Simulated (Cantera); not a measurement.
Charge: 1 mol CaO, 3.2 mol HBr, a varied amount of N₂, equilibrated at 1227 °C and 1.00 bar.

Equilibrium computed with Cantera from the NASA thermochemical tables; the gas is ideal and each condensed phase is pure. Candidate condensed phases: Br₂, Ca, CaBr₂, CaO, Ca(OH)₂, H₂O; 34 gas species. Rates play no part.

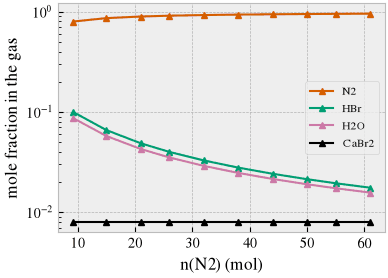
Figure: Equilibrium gas composition (values under 1e-9 drawn at 1e-9)

### Question
Read off the mole fractions at 55 mol N₂.

### Answer
N₂ about 0.95, HBr about 0.019, H₂O about 0.017, CaBr₂ about 0.0080.
